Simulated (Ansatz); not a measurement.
A series of calculations on BNH4OF2

**1. Relaxation**

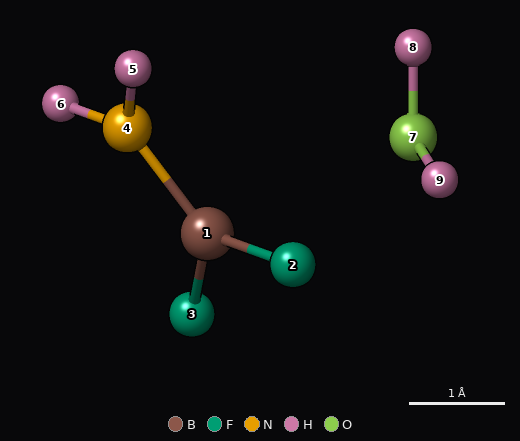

Starting structure of BNH4OF2. Style: ball-and-stick. Shown at a tilt.

The run prepares an end point of a later path (reaction) calculation, from a guessed geometry.

Level of theory: Ansatz 0.2.0, RKS PBE-D4/def2-SVPD.

The input:
```yaml
crystal:
  periodic: [false, false, false]
  atoms:
    - { symbol: B, position_ang: [-0.08755, -0.207297, -0.139506] }
    - { symbol: F, position_ang: [-0.079292, -0.517096, 1.167269] }
    - { symbol: F, position_ang: [1.094404, 0.057469, -0.726465] }
    - { symbol: "N", position_ang: [-1.270992, -0.302629, -0.892908] }
    - { symbol: H, position_ang: [-2.165707, -0.559302, -0.486092] }
    - { symbol: H, position_ang: [-1.296769, -0.092908, -1.886753] }
    - { symbol: O, position_ang: [-0.210504, 2.180014, 0.913658] }
    - { symbol: H, position_ang: [-1.147533, 2.436877, 0.904416] }
    - { symbol: H, position_ang: [-0.139658, 1.545971, 1.668182] }
basis:
  gaussian: { orbitals: def2-SVPD }
hamiltonian:
  xc: pbe
  dispersion: d4
relax:
  f_tol: 0.03
  max_steps: 50
output:
  orbitals: {}
```

Command:
```bash
ansatz run input.yaml --threads 4 --pin off --max-ram 5120MiB --backend cpu --events-out ev --progress --plain --runs-dir out
```

Q: What does the optimiser find from here?

A: Over 29 accepted moves (37 points after the start) the energy falls by 1.76 kcal/mol. Largest force component: 0.74 eV/Å at the start, 0.0073 eV/Å at the end. The line search rejected the trial steps at points 10, 12, 13, 17, 21, 25, 27, 34 of the run. The forces were under the threshold at step 14, but the run went on from there. H9 moves most after the best rigid fit: 1.36 Å. By element the largest moves are H 1.36 Å, O 0.42 Å, F 0.39 Å, B 0.20 Å, N 0.18 Å. Near-neighbour distances that change, for instance: O7–H9 0.988 → 0.973 Å, B1–F2 1.343 → 1.354 Å, B1–F3 1.346 → 1.354 Å, B1–N4 1.406 → 1.400 Å. Cost: 52 s on 4 threads of Arm Neoverse V1 (shared host), peak memory 0.17 GiB.

Step by step:

```tsv
step	E − E(0), kcal/mol	largest force component, eV/Å	note
0	0.00	0.7389	
1	-0.64	0.3150	
2	-0.64	0.4180	
3	-0.81	0.2725	
4	-0.84	0.1548	
5	-0.87	0.0999	
6	-0.90	0.2489	
7	-0.93	0.1883	
8	-0.95	0.0989	
9	-0.95	0.0967	
10	-0.88	0.4568	rejected
11	-0.97	0.0346	
13	-0.97	0.1504	rejected
14	-0.99	0.0129	
16	-1.04	0.1660	
17	-1.01	0.5465	rejected
19	-1.12	0.1067	
20	-1.15	0.3057	
21	-1.12	0.6707	rejected
23	-1.32	0.0764	
24	-1.38	0.3207	
26	-1.48	0.1150	
27	-1.47	0.2671	rejected
28	-1.53	0.0488	
30	-1.61	0.1127	
31	-1.64	0.2648	
33	-1.74	0.0161	
34	-1.69	0.4026	rejected
36	-1.75	0.0597	
37	-1.76	0.0073
```

The structure at the end:

```xyz
9

B    -0.2605   -0.2728   -0.0633
F    -0.4336   -0.6769    1.2174
F     0.9692    0.1785   -0.4074
N    -1.2700   -0.4326   -1.0196
H    -2.1992   -0.7654   -0.7792
H    -1.1590   -0.1313   -1.9833
O    -0.6233    2.2549    0.9351
H    -0.6407    1.9278    1.8510
H     0.3135    2.4590    0.7711
```

After the run, drawn alike:

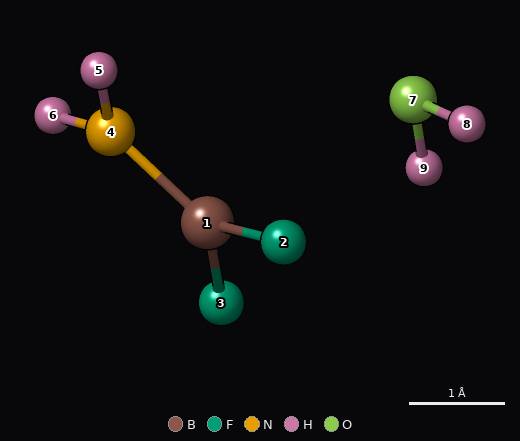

**2. Relaxation**

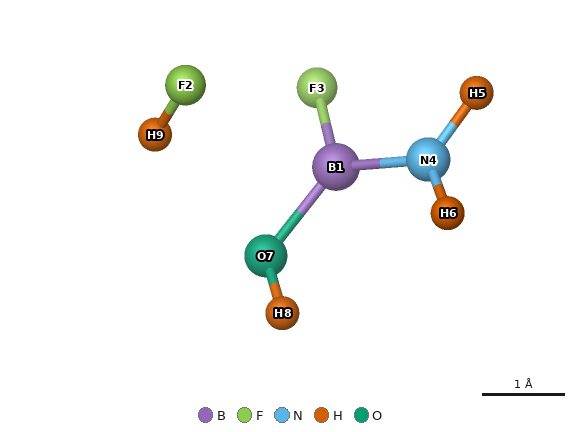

Starting structure of BNH₄OF₂. Style: ball-and-stick. Shown at a tilt.

The run prepares an end point of a later path (reaction) calculation, from a guessed geometry.

Method: RKS PBE-D4/def2-SVPD in Ansatz.

Input file:
```yaml
crystal:
  periodic: [false, false, false]
  atoms:
    - { symbol: B, position_ang: [-0.18882, 0.51002, -0.363702] }
    - { symbol: F, position_ang: [-0.317615, -0.05944, 2.100678] }
    - { symbol: F, position_ang: [0.942381, -0.235321, -0.414032] }
    - { symbol: "N", position_ang: [-1.38472, -0.017761, -0.897894] }
    - { symbol: H, position_ang: [-1.423318, -0.972079, -1.24625] }
    - { symbol: H, position_ang: [-2.28611, 0.448668, -0.875224] }
    - { symbol: O, position_ang: [-0.021349, 1.81534, 0.110913] }
    - { symbol: H, position_ang: [-0.831808, 2.347771, 0.105434] }
    - { symbol: H, position_ang: [0.207759, 0.703903, 2.001877] }
basis:
  gaussian: { orbitals: def2-SVPD }
hamiltonian:
  xc: pbe
  dispersion: d4
relax:
  f_tol: 0.03
  max_steps: 50
output:
  orbitals: {}
```

Command:
```bash
ansatz run input.yaml --threads 4 --pin off --max-ram 5120MiB --backend cpu --events-out ev --progress --plain --runs-dir out
```

**Where does the relaxation end?**

The energy falls by 6.84 kcal/mol in 18 accepted moves (23 points after the start). The largest force component goes from 0.44 to 0.0078 eV/Å. The line search rejected the trial steps at points 12, 13, 16, 17, 20 of the run. The forces were under the threshold at step 14, but the run went on from there. The atom that moves furthest after the best rigid fit is F2 (1.98 Å). By element the largest moves are F 1.98 Å, O 1.14 Å, H 1.01 Å, N 0.56 Å, B 0.54 Å. Among the contacts that change: F2–H9 0.932 → 0.953 Å, B1–O7 1.399 → 1.388 Å, B1–F3 1.356 → 1.349 Å. Bond angles that change, for instance: B1–O7–H8 114.2° → 116.5°.

Step by step:

```json
{"step": "0", "E − E(0), kcal/mol": "0.00", "largest force component, eV/Å": "0.4382", "note": ""}
{"step": "1", "E − E(0), kcal/mol": "-1.41", "largest force component, eV/Å": "1.0793", "note": ""}
{"step": "2", "E − E(0), kcal/mol": "-1.52", "largest force component, eV/Å": "1.7003", "note": ""}
{"step": "3", "E − E(0), kcal/mol": "-3.93", "largest force component, eV/Å": "0.3211", "note": ""}
{"step": "4", "E − E(0), kcal/mol": "-4.60", "largest force component, eV/Å": "0.3500", "note": ""}
{"step": "5", "E − E(0), kcal/mol": "-5.23", "largest force component, eV/Å": "0.2250", "note": ""}
{"step": "6", "E − E(0), kcal/mol": "-5.68", "largest force component, eV/Å": "0.1080", "note": ""}
{"step": "7", "E − E(0), kcal/mol": "-6.00", "largest force component, eV/Å": "0.0837", "note": ""}
{"step": "8", "E − E(0), kcal/mol": "-6.28", "largest force component, eV/Å": "0.0508", "note": ""}
{"step": "9", "E − E(0), kcal/mol": "-6.31", "largest force component, eV/Å": "0.7200", "note": ""}
{"step": "10", "E − E(0), kcal/mol": "-6.49", "largest force component, eV/Å": "0.1550", "note": ""}
{"step": "11", "E − E(0), kcal/mol": "-6.62", "largest force component, eV/Å": "0.1298", "note": ""}
{"step": "12", "E − E(0), kcal/mol": "-6.61", "largest force component, eV/Å": "0.5811", "note": "rejected"}
{"step": "13", "E − E(0), kcal/mol": "-5.92", "largest force component, eV/Å": "0.6697", "note": "rejected"}
{"step": "14", "E − E(0), kcal/mol": "-6.68", "largest force component, eV/Å": "0.0212", "note": ""}
{"step": "15", "E − E(0), kcal/mol": "-6.75", "largest force component, eV/Å": "0.1128", "note": ""}
{"step": "16", "E − E(0), kcal/mol": "-6.74", "largest force component, eV/Å": "0.4079", "note": "rejected"}
{"step": "17", "E − E(0), kcal/mol": "-6.74", "largest force component, eV/Å": "0.1434", "note": "rejected"}
{"step": "18", "E − E(0), kcal/mol": "-6.78", "largest force component, eV/Å": "0.0256", "note": ""}
{"step": "19", "E − E(0), kcal/mol": "-6.82", "largest force component, eV/Å": "0.0494", "note": ""}
{"step": "20", "E − E(0), kcal/mol": "-6.81", "largest force component, eV/Å": "0.2255", "note": "rejected"}
{"step": "21", "E − E(0), kcal/mol": "-6.83", "largest force component, eV/Å": "0.0466", "note": ""}
{"step": "22", "E − E(0), kcal/mol": "-6.83", "largest force component, eV/Å": "0.0623", "note": ""}
{"step": "23", "E − E(0), kcal/mol": "-6.84", "largest force component, eV/Å": "0.0078", "note": ""}
```

The structure at the end:

```xyz
9

B    -0.5156    0.0816   -0.3441
F     0.9297    1.2727    2.8803
F     0.4335   -0.8733   -0.2608
N    -1.3990    0.1014   -1.4405
H    -1.3344   -0.5952   -2.1784
H    -2.1403    0.7816   -1.5800
O    -0.5292    0.9893    0.7059
H    -1.2009    1.6875    0.6653
H     0.4526    1.0954    2.0742
```

The end point in the same view:

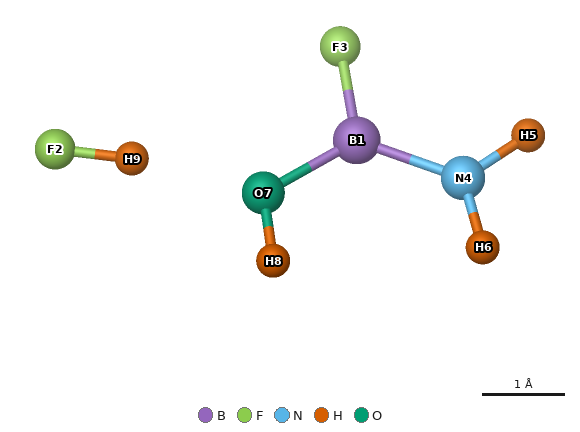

Limits of the set-up: the start holds two separate molecules, 2.2 Å apart at their closest, whose relative position is a soft coordinate.

**3. Path**

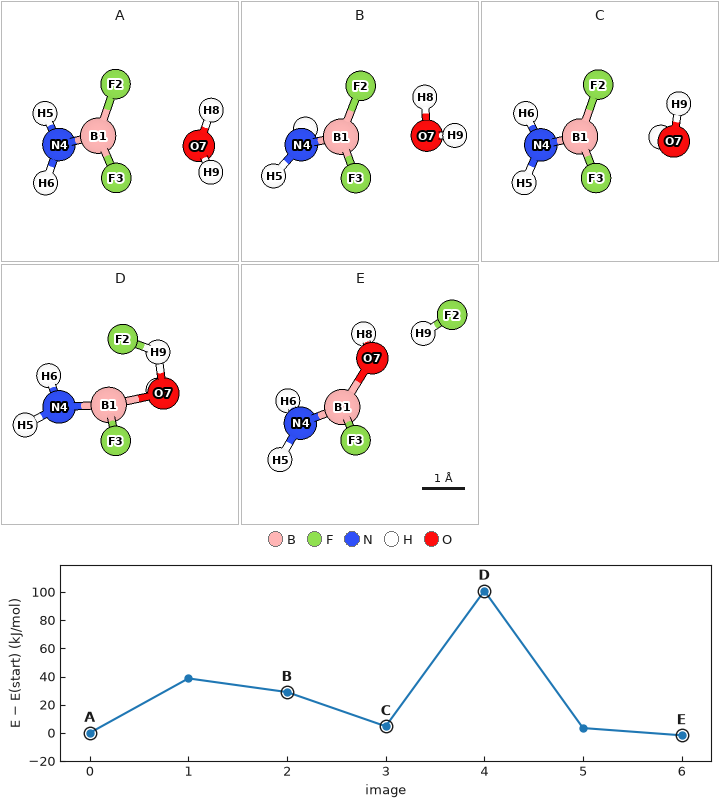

NEB run on BNH4OF2, made up at the start of BNH₂F₂ and H₂O. Images are numbered from 0 (start) to 6 (end). Frames A to E are images 0, 2, 3, 4, 6. The picture is a ball-and-stick view, seen at a tilt.

Computed with RKS PBE-D4/def2-SVPD in Ansatz. Settings: 5 movable images; climbing image; force threshold 0.05 eV/Å; iteration limit 60; starting path through a guess of the saddle point.

> Describe the mechanism and the energy profile.

The highest point, image 4, lies 100.8 kJ/mol above the start and 102.6 kJ/mol above the end; the end is at −1.7 kJ/mol relative to the start. The profile has 2 maxima (images 1, 4) with a dip at image 3 (+4.7 kJ/mol), so the process runs in steps. The path has more than one stage, and so few images may leave a stage unresolved. Breaking: B1–F2 (1.35 → 1.76 at the top → 3.73 Å), O7–H9 (0.97 → 1.18 at the top → 1.69 Å). Forming: B1–O7 (2.74 → 1.54 at the top → 1.39 Å), F2–H9 (3.25 → 1.22 at the top → 0.95 Å). The band converged in 46 iterations. The largest component of the band force went from 69 to 0.021 eV/Å. The climbing image converged on the top of the path. Its curvatures weren't checked.

Limits of the set-up: the start holds two separate molecules, 2.6 Å apart at their closest, whose relative position is a soft coordinate.
